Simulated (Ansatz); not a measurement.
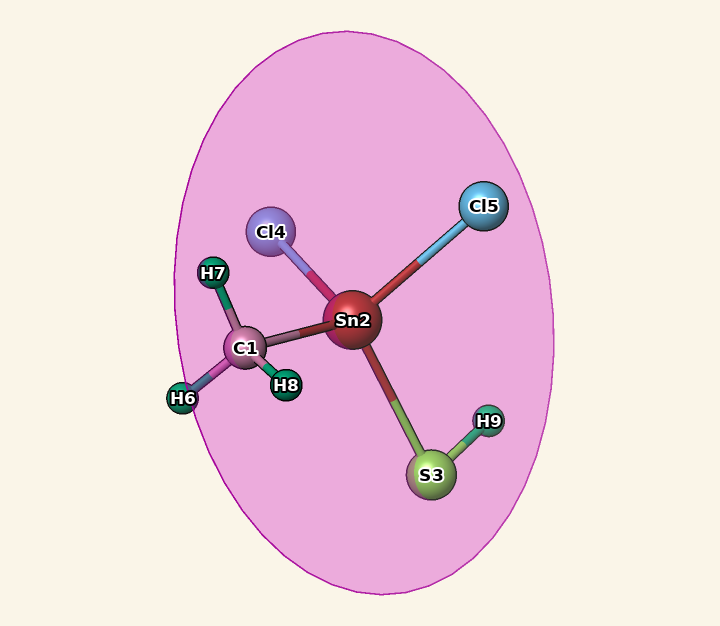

A disc through the centre of mass is drawn in. Distant atoms are faded towards the background colour. Computed geometry: PBE0-D4/def2-TZVP optimisation.

### Is the plane of the disc a mirror plane of the structure?

Yes. The reflection leaves C1, Sn2, S3, H7, H9 in place and moves Cl4 ↔ Cl5; H6 ↔ H8. The point group is Cs.
